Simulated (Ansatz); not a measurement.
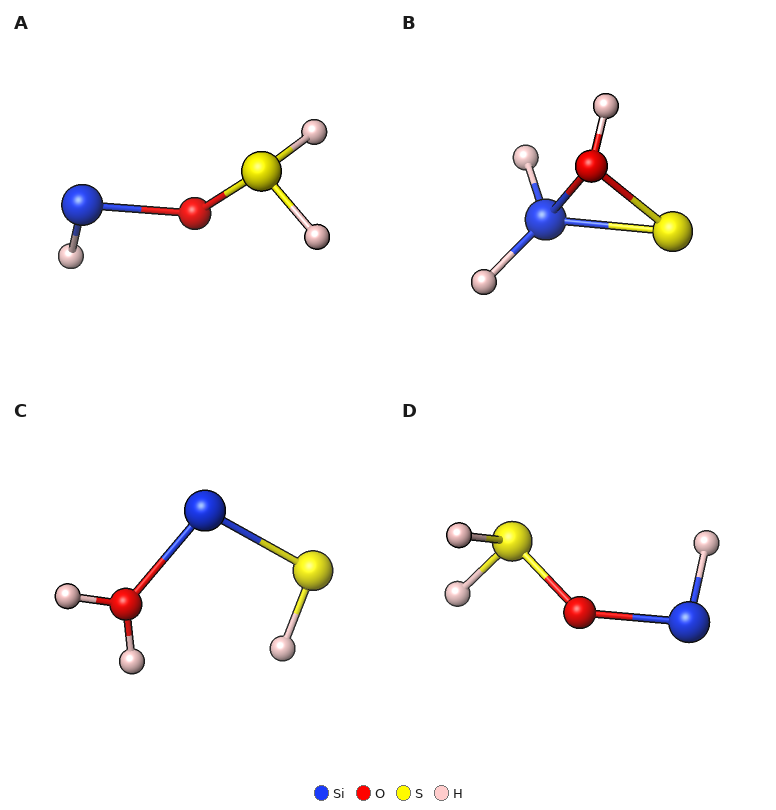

4 stationary structures of one formula. Charge +1, singlet. Geometries: PBE-D4/def2-SVP. Electronic energies: PBE-D4/def2-SVP (Ansatz 0.2.0), without zero-point energy. No frequency run is at hand to confirm each as a minimum.

Question: Which structure is the most stable?

Answer: C is lowest (Cs); B lies 38.7 kcal/mol above it (C1), D lies 61.8 kcal/mol above it, A lies 63.6 kcal/mol above it (Cs).
